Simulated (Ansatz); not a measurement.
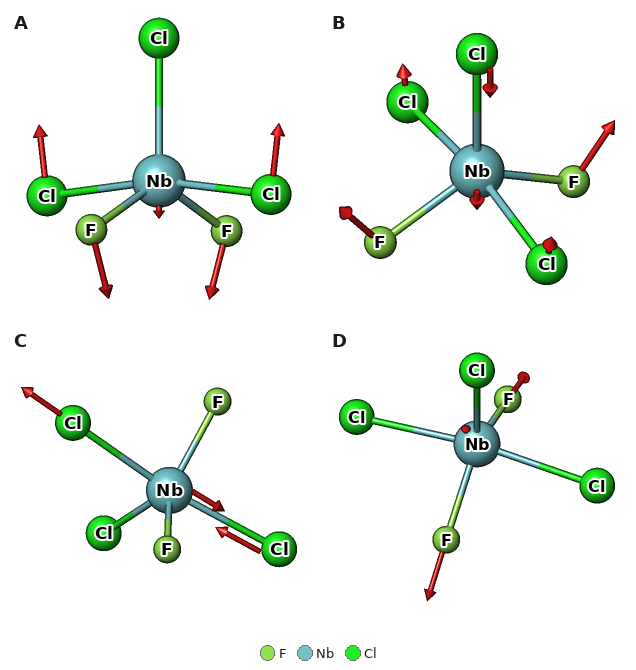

4 normal modes of one molecule or complex, as arrows. Charge 0, singlet. Harmonic vibrations computed with RKS PBE0-D4/def2-TZVP, core potentials on Nb (Ansatz 0.2.0) at a stationary point of the same level.

Match the panels to the wavenumbers 41 cm⁻¹, 195 cm⁻¹, 417 cm⁻¹, 696 cm⁻¹.

A: 41 cm⁻¹, Cl–Nb–Cl bending
B: 195 cm⁻¹, angle bending
C: 417 cm⁻¹, out-of-phase stretching of 2 Nb–Cl bonds
D: 696 cm⁻¹, in-phase stretching of 2 Nb–F bonds
